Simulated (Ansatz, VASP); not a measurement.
# Si (Silicon) in two plane-wave programs, part 2 of 2

One calculation is typed for both programs; each brings its own data sets. How far apart do they land? The cell is taken from a series of VASP runs on this material, whose earlier steps may have relaxed, scaled or displaced it; both programs get it as it stands. Valence electrons are named where the data sets of a main pair hold unlike numbers.

VASP 6.6.1 and Ansatz 0.2.0.

So far. Step 2 (VASP: band structure, LDA): The run ends at a pressure of -1.49 GPa.

## Step 6: Ansatz: band structure, r2SCAN

Level of this step: Ansatz beside VASP: Kohn-Sham DFT, plane waves, r2SCAN (Ansatz).

Levels along a path test the potential and the projectors away from the mesh points.

The cell is taken from a series of VASP runs on this material, whose earlier steps may have relaxed, scaled or displaced it; both programs get it as it stands.

The input, input.yaml:

```yaml
crystal:
  lattice:
    - [0.0, 2.71548, 2.71548]
    - [2.71548, 0.0, 2.71548]
    - [2.71548, 2.71548, 0.0]
  atoms:
    - { symbol: Si, position: [0.75, 0.75, 0.75] }
    - { symbol: Si, position: [0.5, 0.5, 0.5] }
hamiltonian:
  xc: r2scan
  pseudopotentials: { kind: paw }
kpoints:
  mp_grid: { grid: [8, 8, 8] }
  band_path:
    path:
      - [0.0, 0.0, 0.0]
      - [0.16667, 0.0, 0.16667]
      - [0.33333, 0.0, 0.33333]
      - [0.44444, 0.0, 0.44444]
      - [0.5, 0.0, 0.5]
      - [0.5, 0.08333, 0.58333]
      - [0.5, 0.19444, 0.69444]
      - [0.5, 0.25, 0.75]
      - [0.45833, 0.29167, 0.75]
      - [0.40278, 0.34722, 0.75]
      - [0.375, 0.375, 0.75]
      - [0.20833, 0.20833, 0.41667]
      - [0.08333, 0.08333, 0.16667]
      - [0.0, 0.0, 0.0]
      - [0.22222, 0.22222, 0.22222]
      - [0.38889, 0.38889, 0.38889]
      - [0.51389, 0.47222, 0.51389]
      - [0.55556, 0.38889, 0.55556]
      - [0.61111, 0.27778, 0.61111]
      - [0.61111, 0.25, 0.63889]
      - [0.56944, 0.25, 0.68056]
      - [0.51389, 0.25, 0.73611]
      - [0.5, 0.27778, 0.72222]
      - [0.5, 0.38889, 0.61111]
      - [0.5, 0.47222, 0.52778]
      - [0.48611, 0.48611, 0.52778]
      - [0.43056, 0.43056, 0.63889]
      - [0.38889, 0.38889, 0.72222]
      - [0.59722, 0.19444, 0.59722]
      - [0.55556, 0.11111, 0.55556]
      - [0.5, 0.0, 0.5]
    npoints: 1
scf:
  occupations: { method: gaussian, width: 0.03 }
  n_extra_bands: 7
output:
  forces: true
  stress: true
  eigenvalues: true
```

The run is started by

```console
> ansatz run input.yaml --threads 2 --pin off --max-ram 4608MiB --backend cpu --events-out ev --progress --plain --runs-dir out
```

Numbers of over 12 decimals in the logs are rounded to 6 here.

Log:

```text
[...]
Crystal: 2 atoms, lattice volume = 40.047 Å³
Basis set: ecut = 500 eV, 965 PW (Γ), exchange–correlation on 120×120×120 points (64 copies of the dense FFT grid, shifted against one another)
Bands: 11, of which v1, the nominal top of the filled ones, is band 4 counted from 1 (3 counted from 0)
Symmetry: 48 space group operations
[...]
k-points: 29 of 512
[...]
P = ⅓ Tr σ = 0.7291 GPa (7.291 kbar)
--- Band table (eV; the first three rows and the last of 29) ---
  k-point 0: bands = [-6.3807, 6.1546, 6.1546, 6.1546, 8.8967, 8.8967, 8.8967, 10.1318, ... 3 higher]
  k-point 1: bands = [-6.1658, 4.5141, 5.8482, 5.8482, 8.9430, 9.3473, 9.3473, 11.4312, ... 3 higher]
  k-point 2: bands = [-5.5389, 2.0774, 5.3475, 5.3475, 8.5108, 9.8982, 9.8982, 13.7070, ... 3 higher]
  k-point 28: bands = [-1.8395, -1.8395, 2.1224, 2.1224, 10.7424, 10.7424, 11.5682, 11.5682, ... 3 higher]
[key lines of the parts left out:]
SCF converged after 6 iterations
Free energy (F): -1278.129402 eV
Fermi energy:    6.553788 eV
```

Wall time 3 s (2 threads of Arm Neoverse N1, shared host); peak memory 0.38 GiB.

## Step 7: VASP: band structure, r2SCAN

The same cell, functional, mesh and smearing now go to VASP, with its own data sets.

The input, INCAR:

```
SYSTEM = Si
PREC = Accurate
ENCUT = 350
EDIFF = 1E-06
NELM = 100
ISMEAR = 0
SIGMA = 0.03
LREAL = .FALSE.
ALGO = Normal
METAGGA = R2SCAN
LASPH = .TRUE.
NBANDS = 16
LORBIT = 11
LWAVE = .FALSE.
LCHARG = .FALSE.
KPAR = 8
```

The input, POSCAR:

```
Si
1.0
    0.0000000000      2.7154800000      2.7154800000
    2.7154800000      0.0000000000      2.7154800000
    2.7154800000      2.7154800000      0.0000000000
Si
2
Direct
    0.7500000000      0.7500000000      0.7500000000
    0.5000000000      0.5000000000      0.5000000000
```

The input, KPOINTS:

```
Automatic mesh
0
Gamma
8 8 8
0 0 0
```

The input, KPOINTS_OPT:

```
Line mode
10
Line-mode
Reciprocal
  0.00000000   0.00000000   0.00000000 GAMMA
  0.50000000   0.00000000   0.50000000 X

  0.50000000   0.00000000   0.50000000 X
  0.50000000   0.25000000   0.75000000 W

  0.50000000   0.25000000   0.75000000 W
  0.37500000   0.37500000   0.75000000 K

  0.37500000   0.37500000   0.75000000 K
  0.00000000   0.00000000   0.00000000 GAMMA

  0.00000000   0.00000000   0.00000000 GAMMA
  0.50000000   0.50000000   0.50000000 L

  0.50000000   0.50000000   0.50000000 L
  0.62500000   0.25000000   0.62500000 U

  0.62500000   0.25000000   0.62500000 U
  0.50000000   0.25000000   0.75000000 W

  0.50000000   0.25000000   0.75000000 W
  0.50000000   0.50000000   0.50000000 L

  0.50000000   0.50000000   0.50000000 L
  0.37500000   0.37500000   0.75000000 K

  0.62500000   0.25000000   0.62500000 U
  0.50000000   0.00000000   0.50000000 X
```

Potentials, in the order of the species: Si (PBE family, release 64).

The run is started by

```console
> mpirun -np 8 vasp_std
```

Log:

```text
[banner, memory and clock lines left out]
running    8 mpi-ranks, on    1 nodes
[...]
[... a notice as in an earlier step ...]

|                                                                             |
|               ----> ADVICE to this user running VASP <----                  |
|                                                                             |
|     You enforced a specific xc type in the INCAR file but a different       |
|     [... a line on the potential file left out ...]
|     I HOPE YOU KNOW WHAT YOU ARE DOING!                                     |
|                                                                             |

 LDA part: xc-table for (None), standard interpolation
 POSCAR, INCAR and KPOINTS ok, starting setup
[...]
entering main loop
       N       E                     dE             d eps       ncg     rms          rms(c)
DAV:   1    -0.245456728253E+01   -0.24546E+01   -0.24703E+03   928   0.301E+02
DAV:   2    -0.183405033629E+02   -0.15886E+02   -0.15307E+02  1312   0.670E+01
[...]
DAV:  10    -0.175465210720E+02    0.55098E-05   -0.10256E-05  1232   0.125E-02    0.198E-02
DAV:  11    -0.175465240001E+02   -0.29281E-05   -0.18794E-06  1072   0.644E-03    0.384E-03
DAV:  12    -0.175465240643E+02   -0.64170E-07   -0.93491E-08   800   0.139E-03
   1 F= -.17546524E+02 E0= -.17546524E+02  d E =-.242473E-19
 Start KPOINTS_OPT (optional k-point list driver)
k-point batch [1-29\100]
       N       E                     dE             ncg
DAV:   1     0.559923336879E+03   -0.55453E+04      928
DAV:   2     0.871254423264E+02   -0.47280E+03     1256
DAV:   3     0.760528156142E+02   -0.11073E+02     1256
DAV:   4     0.759951696237E+02   -0.57646E-01     1200
DAV:   5     0.759947289200E+02   -0.44070E-03     1224
DAV:   6     0.759947245984E+02   -0.43216E-05     1248
DAV:   7     0.759947245569E+02   -0.41430E-07      976
[...]
k-point batch [88-100\100]
       N       E                     dE             ncg
DAV:   1     0.371913691610E+04   -0.31397E+04      416
DAV:   2     0.351102340081E+04   -0.20811E+03      592
DAV:   3     0.350636347972E+04   -0.46599E+01      504
DAV:   4     0.350634033043E+04   -0.23149E-01      568
DAV:   5     0.350634015383E+04   -0.17659E-03      520
DAV:   6     0.350634015206E+04   -0.17701E-05      560
DAV:   7     0.350634015204E+04   -0.17742E-07      432
```

OUTCAR, selected parts (step 7):

```text
  Total        0.1140655      0.1140655      0.1140655      0.0000000     -0.0000000      0.0000000
  in kB        4.5634696      4.5634696      4.5634696      0.0000000     -0.0000000      0.0000000
  external PRESSURE =       4.5634696 kB  Pullay stress =       0.0000000 kB

  FREE ENERGIE OF THE ION-ELECTRON SYSTEM (eV)
  ---------------------------------------------------
  free  energy   TOTEN  =       -17.5465240643 eV

  energy  without entropy=      -17.5465240643  energy(sigma->0) =      -17.54652406

[... 3 parts as in an earlier step ...]

[... 1 further part left out ...]
[key lines of the parts left out:]
E-fermi :   5.9181
```

The run ends at a pressure of 0.46 GPa.

## Step 8: Differences

What differs besides the data sets and the points named for the pairs above, as far as they apply: VASP keeps PBE cores, Ansatz makes them for the functional; the cutoff is 500 eV in Ansatz and 350 eV in VASP. Total energies have different zeros and are not compared.

Both answers:

```tsv
quantity	Ansatz	VASP	difference
pressure (GPa)	0.73	0.46	+0.27
gap over the path points (eV)	0.771	0.787	-0.016
```

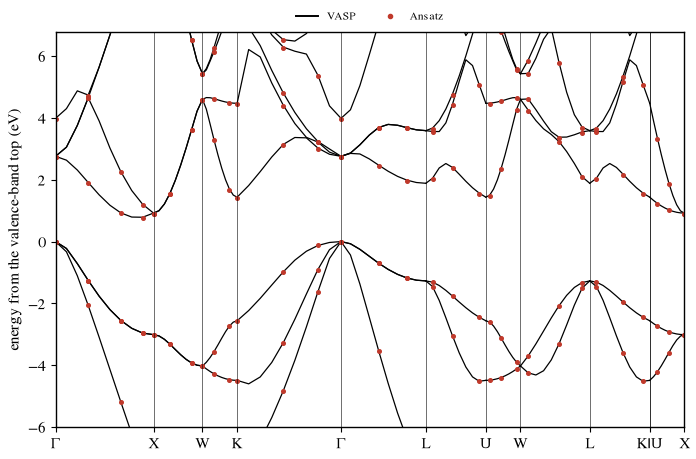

Bands from VASP (lines) and levels from Ansatz (dots). Dots without a line are higher empty bands that the VASP plot leaves out.

Levels at points of the path, from each program's valence-band top (eV; 4 filled, then empty):

```tsv
k (reciprocal lattice)	Ansatz	VASP
0.000 0.000 0.000	-12.54 0.00 0.00 0.00 2.74 2.74 2.74	-12.53 0.00 0.00 0.00 2.76 2.76 2.76
0.167 0.000 0.167	-12.03 -2.07 -1.26 -1.26 1.90 4.64 4.64	-12.02 -2.06 -1.26 -1.26 1.91 4.65 4.65
0.333 0.000 0.333	-10.53 -5.20 -2.56 -2.56 0.91 2.24 7.76	-10.52 -5.19 -2.55 -2.55 0.93 2.26 7.77
0.444 0.000 0.444	-9.04 -7.23 -2.96 -2.96 0.77 1.19 9.99	-9.03 -7.22 -2.96 -2.96 0.79 1.21 10.01
0.500 0.000 0.500	-8.17 -8.17 -3.02 -3.02 0.91 0.91 10.87	-8.16 -8.16 -3.01 -3.01 0.92 0.92 10.88
0.500 0.083 0.583	-8.13 -8.13 -3.32 -3.32 1.53 1.53 9.53	-8.12 -8.12 -3.32 -3.32 1.55 1.55 9.55
0.500 0.194 0.694	-8.02 -8.02 -3.93 -3.93 3.61 3.61 6.51	-8.01 -8.01 -3.93 -3.93 3.62 3.62 6.53
0.500 0.250 0.750	-7.99 -7.99 -4.03 -4.03 4.59 4.59 5.41	-7.99 -7.99 -4.03 -4.03 4.60 4.60 5.43
0.458 0.292 0.750	-8.33 -7.70 -4.29 -3.56 3.27 4.61 6.13	-8.32 -7.69 -4.28 -3.56 3.29 4.62 6.14
0.403 0.347 0.750	-8.57 -7.56 -4.47 -2.74 1.68 4.48 7.48	-8.57 -7.55 -4.47 -2.73 1.70 4.49 7.50
```

Among the levels compared at these points, filled levels agree within 9 meV and empty ones within 21 meV.

## Step 9: Other set-ups

Further runs change the set-up of one program: Ansatz's method, potentials or start, or VASP's data sets, cutoff or form of LDA. The table gives Ansatz less VASP for each quantity, since a change that brings one quantity closer may part another.

```tsv
run	pressure (GPa)	gap over the path points (eV)
as above	0.27	-0.016
Ansatz's all-electron LAPW method	0.27	-0.012
```

## Step 10: VASP: dielectric response, LDA

The response to a field tests empty states and converges slowly with the mesh.

The input, INCAR:

```
SYSTEM = Si
PREC = Accurate
ENCUT = 350
EDIFF = 1E-08
NELM = 100
ISMEAR = 0
SIGMA = 0.01
LREAL = .FALSE.
ALGO = Normal
GGA = CA
NBANDS = 10
LORBIT = 11
LWAVE = .FALSE.
LCHARG = .FALSE.
KPAR = 8
LEPSILON = .TRUE.
LPEAD = .TRUE.
```

POSCAR is that of step 7.

The input, KPOINTS:

```
Automatic mesh
0
Gamma
14 14 14
0 0 0
```

PAW data sets: Si (LDA family, release 64).

The run is started by

```console
> mpirun -np 8 vasp_std
```

Log:

```text
[banner, memory and clock lines left out]
running    8 mpi-ranks, on    1 nodes
[...]
[... a notice as in an earlier step ...]

 LDA part: xc-table for (Slater(with rela. corr.)+CA(PZ))
 , standard interpolation
 POSCAR, INCAR and KPOINTS ok, starting setup
[...]
entering main loop
       N       E                     dE             d eps       ncg     rms          rms(c)
DAV:   1     0.382112515330E+01    0.38211E+01   -0.27033E+03  2088   0.473E+02
DAV:   2    -0.117759001034E+02   -0.15597E+02   -0.15164E+02  2970   0.779E+01
DAV:   3    -0.121722047423E+02   -0.39630E+00   -0.39574E+00  2566   0.116E+01
DAV:   4    -0.121751897027E+02   -0.29850E-02   -0.29846E-02  2662   0.126E+00
[...]
DAV:  10    -0.119147185914E+02   -0.52325E-05   -0.13163E-05  2398   0.228E-02    0.291E-02
DAV:  11    -0.119147185393E+02    0.52135E-07   -0.69910E-07  2488   0.481E-03    0.242E-03
DAV:  12    -0.119147185421E+02   -0.28760E-08   -0.11490E-08  2226   0.700E-04
   1 F= -.11914719E+02 E0= -.11914719E+02  d E =-.109262E-40
[...]
RMM:   9    -0.144425431666E+01    0.10593E-05   -0.24494E-09  9240   0.323E-04    0.710E-05
RMM:  10    -0.144425538591E+01   -0.10693E-05   -0.46063E-09  7591   0.528E-05    0.608E-06
 change of polarisation eV/A/(eV/A) component  2 :     1.115     2.723     0.046
 dielectric tensor                  component  2 :     5.039    13.305     0.210
 Linear response to external field, progress :
  Direction:   3
       N       E                     dE             d eps       ncg     rms          rms(c)
RMM:   1    -0.141806888758E+01   -0.14181E+01   -0.70135E+00  2856   0.364E+00
RMM:   2    -0.144935172890E+01   -0.31283E-01   -0.15106E-02  2928   0.666E-01    0.159E+00
RMM:   3    -0.139868036360E+01    0.50671E-01   -0.23139E-02  7342   0.730E-01    0.870E-01
RMM:   4    -0.143137888316E+01   -0.32699E-01   -0.23417E-02  9139   0.755E-01    0.154E-01
[...]
RMM:   8    -0.144431509568E+01   -0.24661E-04   -0.25665E-08  9902   0.881E-04    0.241E-04
RMM:   9    -0.144431403694E+01    0.10587E-05    0.16890E-09  9245   0.323E-04    0.710E-05
RMM:  10    -0.144431510510E+01   -0.10682E-05   -0.47079E-09  7592   0.528E-05    0.608E-06
 change of polarisation eV/A/(eV/A) component  3 :     0.232     0.904     2.723
 dielectric tensor                  component  3 :     1.047     4.086    13.305
 Born effective charges drift removed
```

From OUTCAR (step 10):

```text
  Total       -0.3749025     -0.3749025     -0.3749025      0.0000000     -0.0000000      0.0000000
  in kB      -14.9988905    -14.9988905    -14.9988905      0.0000000     -0.0000000      0.0000000
  external PRESSURE =     -14.9988905 kB  Pullay stress =       0.0000000 kB

 MACROSCOPIC STATIC DIELECTRIC TENSOR (including local field effects in DFT)
 ------------------------------------------------------
          13.306162    -0.000000     0.000000
          -0.000000    13.306162    -0.000000
           0.000000     0.000000    13.306162
 ------------------------------------------------------

[... 2 parts as in an earlier step ...]

[... 1 further part left out ...]
```

## Step 11: Ansatz: dielectric response, LDA

The same cell, functional (in two slightly different forms) and mesh now go to Ansatz, which takes its cutoff from its data sets.

The cell is taken from a series of VASP runs on this material, whose earlier steps may have relaxed, scaled or displaced it; both programs get it as it stands.

The input, input.yaml:

```yaml
crystal:
  lattice:
    - [0.0, 2.71548, 2.71548]
    - [2.71548, 0.0, 2.71548]
    - [2.71548, 2.71548, 0.0]
  atoms:
    - { symbol: Si, position: [0.75, 0.75, 0.75] }
    - { symbol: Si, position: [0.5, 0.5, 0.5] }
hamiltonian:
  xc: lda
  pseudopotentials: { kind: paw }
kpoints:
  mp_grid: { grid: [14, 14, 14] }
scf:
  occupations: { method: fixed }
dielectric:
  method: response
```

The run is started by

```console
> ansatz run input.yaml --threads 2 --pin off --max-ram 4608MiB --backend cpu --events-out ev --progress --plain --runs-dir out
```

Log:

```text
[...]
Crystal: 2 atoms, lattice volume = 40.047 Å³
Basis set: ecut = 420 eV, 749 PW (Γ), exchange–correlation on 64×64×64 points (8 copies of the dense FFT grid, shifted against one another)
Bands: 8, of which v1, the nominal top of the filled ones, is band 4 counted from 1 (3 counted from 0)
Symmetry: 48 space group operations
k-points: 244 of 2744 (irreducible under 8 space group operations, time reversal used)
[...]
site 0:
         0.00000    0.00000   -0.00000
        -0.00000    0.00000    0.00000
        -0.00000   -0.00000    0.00000
    site 1:
        -0.00000   -0.00000    0.00000
         0.00000   -0.00000   -0.00000
         0.00000    0.00000   -0.00000
  Z* charge neutrality: 4.305e-4 e pre-enforcement
  solved inside a basis spanned on kpoints, on 14×14×14 k-points, its susceptibility summed on 18×18×18: ε∞ is read to err by 3.9e-2, Z* by 4.3e-3 e (field_mesh: kpoints solves on kpoints)
[key lines of the parts left out:]
SCF converged after 6 iterations
Free energy (F): -1217.293686 eV
Fermi energy:    6.049302 eV
```

The job ended after 43 s (2 threads; peak memory 0.56 GiB).

## Step 12: Side by side

What differs besides the data sets and the points named for the pairs above, as far as they apply: VASP's response is taken on the typed mesh, Ansatz refines its own for the field response alone. Total energies have different zeros and are not compared.

Compared:

```tsv
quantity	Ansatz	VASP	difference
ε∞ xx	13.33	13.31	+0.18 %
ε∞ yy	13.33	13.31	+0.18 %
ε∞ zz	13.33	13.31	+0.18 %
Born charge of Si1 (mean of the diagonal) (e)	0.00	0.00	0.00
```

## Step 13: Results

```json
{
  "largest difference of a filled level at the path points (band structure, LDA)": "8.8 meV",
  "largest difference of a filled level at the path points (band structure, r2SCAN)": "9.3 meV",
  "difference in ε∞ xx (dielectric response, LDA)": "0.18 %"
}
```

The largest difference of a filled level at the path points is 9.3 meV (band structure, r2SCAN), within the 80 meV picked in this series as the mark of a large difference. Band structure, LDA, Ansatz's all-electron LAPW method: the difference in pressure goes from 0.0028 to -0.052 GPa; the difference in gap over the path points goes from 8.0e-4 to 0.0037 eV. For band structure, r2SCAN, no further run moves any of the tabulated differences by more than a quarter of its size. 2 further runs of this series are not shown here. Such differences can come from data sets, numerical settings and the points named under the comparisons, not from the functional's error against experiment.

[Lines on the potential files, build, host, timing and source positions are cut from VASP's logs without a mark.]

[Logs are printed without paths, hosts, clocks, repeated set-up lines and the standing remarks that a program may print on its own settings, such as how far it seeks lower states.]

[Hosts, paths, dates, database ids (printed as entryN), source tags and the programs' standing remarks are cut or masked in the printed files.]
